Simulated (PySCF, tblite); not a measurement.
**C₄H₁₂NSi radical: geometry, infrared bands and EPR parameters**

Wanted: the infrared bands and EPR parameters of C₄H₁₂NSi radical (`CC(C)(N)[CH][SiH3]`), by calculation.

The runs use tblite 0.8.0 and PySCF 2.14.0, with density-fitted response routines of our own; the level of theory stands in each step. All values are computed, except where a source is named. Atoms are numbered from 0 throughout.

### 1 The starting structure

18 atoms, charge 0, multiplicity 2; geometry from: force field or distance geometry start.

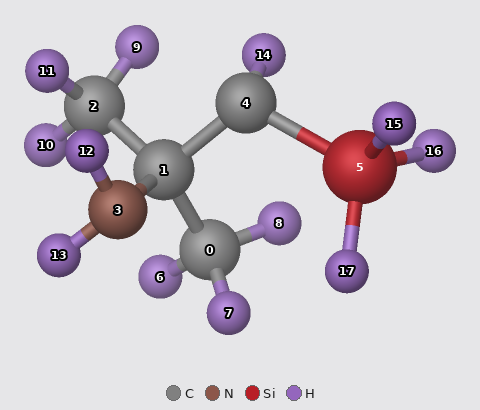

As it starts; carbon grey, nitrogen brown, silicon red, hydrogen purple, atoms numbered.

### 2 Relaxing the molecule with GFN2-xTB

The job: settings as JSON, then the geometry in Å.

```
{"job": {"kind": "relax", "xc": "GFN2-xTB", "basis": "xTB"}, "charge": 0, "multiplicity": 2}
C     -0.178000    -0.755900     1.142500
C     -0.528600     0.162800    -0.013600
C     -1.721800    -0.291800    -0.792600
N     -0.678000     1.547700     0.426800
C      0.630200     0.103800    -0.980600
Si     2.287300     0.066000    -0.176800
H     -1.065500    -1.227700     1.594500
H      0.337000    -0.145600     1.936400
H      0.539300    -1.543200     0.810800
H     -1.380900    -1.020300    -1.560000
H     -2.556700    -0.672800    -0.183900
H     -2.078500     0.626900    -1.335200
H     -0.943500     2.091200    -0.413100
H     -1.494700     1.630600     1.085200
H      0.527600    -0.845300    -1.553900
H      3.135900     1.037300    -0.895100
H      2.875100    -1.259800    -0.319100
H      2.284900     0.502400     1.216000
```

Run with:

```console
OMP_NUM_THREADS=1 python probes_run.py task.json out
```

This one command runs all jobs of the session in turn.

**Question.** This job is followed by: GFN2-xTB harmonic vibrations, gas phase; UKS B3LYP, pcH-1 on C H N Si, non-relativistic, mean-field spin-orbit, GIAO. Predict these results of the whole session: strongest single infrared mode (GFN2-xTB); zero-point energy (GFN2-xTB); g(iso) (B3LYP); ⟨S²⟩; largest a(iso) (averaged by class); surface potential, least and greatest.

**Answer**, as computed:

```
                                 quantity                  value
strongest single infrared mode (GFN2-xTB)  2212 cm⁻¹, 409 km/mol
             zero-point energy (GFN2-xTB)          91.8 kcal/mol
                           g(iso) (B3LYP)                2.00255
                                     ⟨S²⟩     0.754 (exact 0.75)
       largest a(iso) (averaged by class)    13C on C4, 79.7 MHz
    surface potential, least and greatest     -1.42 V and 1.38 V
```

**Reading.** The optimisation took 201 steps and gained 1.086 eV; among the close pairs (by a distance rule), C1–C2 changed most, from 1.496 to 1.545 Å. No mode is imaginary among the 48: a minimum at this level. The strongest single mode, at 2212 cm⁻¹, moves mainly H16. GFN2-xTB is a fitted tight-binding method: band positions and strengths are rough. Its intensities can rank the bands wrongly. C4 carries the largest spin population, 1.01 e. The isotropic g lies 0.2 ppt above the free-electron value.
